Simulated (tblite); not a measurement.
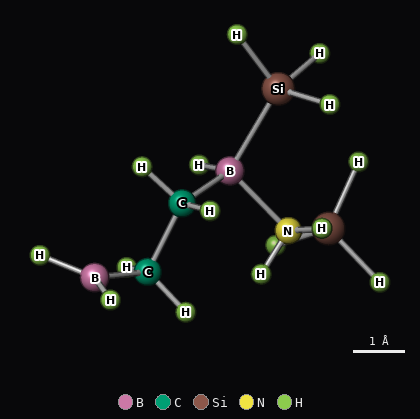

Fig. 1: The structure as given in the input (ball-and-stick view, seen at a tilt).

## C$_{2}$H$_{15}$B$_{2}$NSi$_{2}$: frequency calculation

The run: frequency calculation of C$_{2}$H$_{15}$B$_{2}$NSi$_{2}$. Method and program: GFN2-xTB harmonic vibrations, gas phase (tblite 0.8.0).

It belongs to a series of runs on one base structure; here: H on C replaced by BH2.

## Output
```
mode    cm-1     km/mol
  1      31.2      0.51
  2      35.0      0.70
  3      73.8      0.63
  4      95.3      2.29
  5     106.8      3.09
  6     116.4      4.73
  7     160.3      4.48
  8     182.9      3.15
  9     219.8     14.11
 10     276.8      1.17
 11     292.8      0.24
 12     337.9      7.12
 13     456.4     34.68
 14     482.3     65.84
 15     515.9     22.96
 16     531.0     45.51
 17     611.2     60.12
 18     647.9     73.91
 19     696.3     13.44
 20     720.9    231.92
 21     742.8    132.14
 22     744.6    122.29
 23     770.9    120.95
 24     783.9     43.79
 25     790.7    206.74
 26     818.3    128.01
 27     827.9    300.76
 28     843.8    317.61
 29     861.5    243.12
 30     871.5    116.14
 31     925.9     30.02
 32     958.1     16.24
 33     985.6     13.75
 34    1016.5     12.65
 35    1043.5     47.82
 36    1071.0     47.62
 37    1083.5    184.83
 38    1132.6     49.44
 39    1192.3     24.79
 40    1211.6    123.93
 41    1269.9      1.05
 42    1301.0      0.17
 43    1473.9     48.96
 44    1504.4     10.24
 45    1508.3      1.67
 46    2046.4    473.17
 47    2107.3    442.77
 48    2200.3    403.29
 49    2241.5    301.01
 50    2329.5    151.85
 51    2367.1    221.84
 52    2410.5    220.96
 53    2617.7    162.70
 54    2649.2    158.31
 55    2907.3     64.24
 56    2921.2    128.29
 57    2953.2     42.96
 58    2988.4     64.40
 59    3285.0     73.59
 60    3366.1      4.35
```

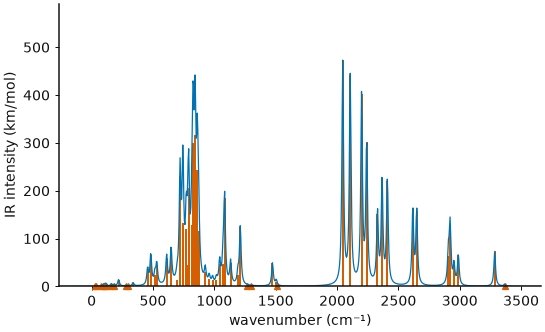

Fig. 2: Harmonic infrared spectrum, unscaled: sticks (degenerate modes added up, dark ones marked on the axis) with a Lorentzian envelope of 16 cm⁻¹ full width, scaled to the tallest stick. 60 modes from 31 to 3366 cm⁻¹, none imaginary. The strongest line is at 2046 cm⁻¹ (473 km/mol).

This output came from the following input.

## Input
```
{"job": {"kind": "ir", "xc": "GFN2-xTB", "basis": "xTB"}, "charge": 0, "multiplicity": 1}
B     -3.257585    -1.075938    -0.329551
C     -1.707486    -1.245004    -0.327940
C     -1.271749     0.242935    -0.152257
B      0.314363     0.524377    -0.446255
Si     0.821834     2.391525    -0.039445
N      1.140772    -0.472978     0.624331
Si     2.819542    -0.926507     0.202346
H     -3.841522    -1.020960     0.685521
H     -3.835298    -0.916258    -1.335080
H     -1.274729    -1.626625    -1.253121
H     -1.312657    -1.844331     0.499778
H     -1.564972     0.565754     0.852741
H     -1.859186     0.853607    -0.844177
H      0.633911     0.128858    -1.529282
H      0.749265     2.689813     1.416373
H      2.220273     2.768370    -0.346661
H      0.026268     3.457906    -0.663856
H      1.071530    -0.018985     1.530896
H      0.532701    -1.291295     0.662686
H      3.566967     0.305611     0.011627
H      3.304683    -1.693562     1.356397
H      2.712666    -1.776926    -0.976704
```

The first line tells a small driver script what to run in tblite; the rest is the geometry in Å.

Run as:
```bash
OMP_NUM_THREADS=1 python <driver script> task.json out
```

## Key numbers

- outcome: converged
- total energy: −565.1320 eV
- zero-point energy: 102.5220 kcal/mol
- hardware: 1 CPU thread, shared host
- wall time: 3 s
- peak memory: 0.18 GiB
